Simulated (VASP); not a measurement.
Band structure of Ge (space group Ia-3). All values below come from r2SCAN meta-GGA, VASP's PBE PAW potentials (set 64) (plane waves; VASP).

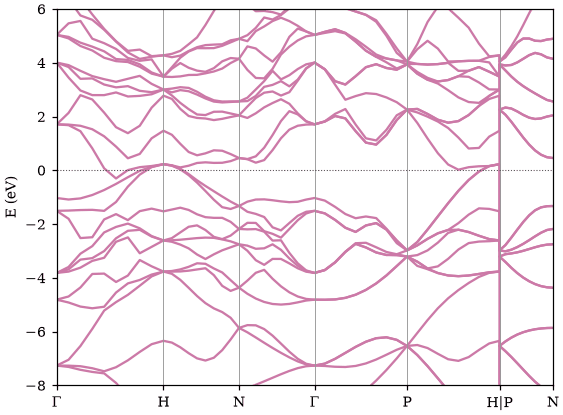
Figure. Bands along high-symmetry lines, zero at the valence-band maximum or, without a gap, the Fermi level

Read the plot: is there a gap, and where are the band edges?

It has no gap at this level: it comes out as a metal or semimetal.

The structure comes from a computed database's Ge entry (Ia-3); how it stands against other phases isn't given here. It was relaxed first.
